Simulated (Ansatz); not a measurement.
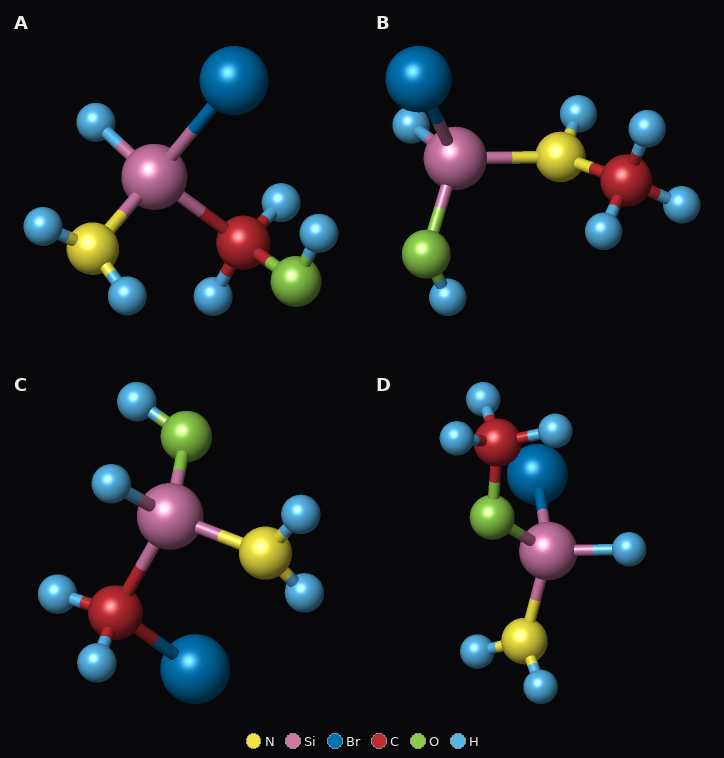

The picture comes from a calculation with Ansatz.

Match each picture to its SMILES.
(1) N[Si@@H](Br)CO
(2) CO[Si@@H](N)Br
(3) CN[Si@@H](O)Br
(4) N[Si@@H](O)CBr

Answer. A is (1), B is (3), C is (4), D is (2).
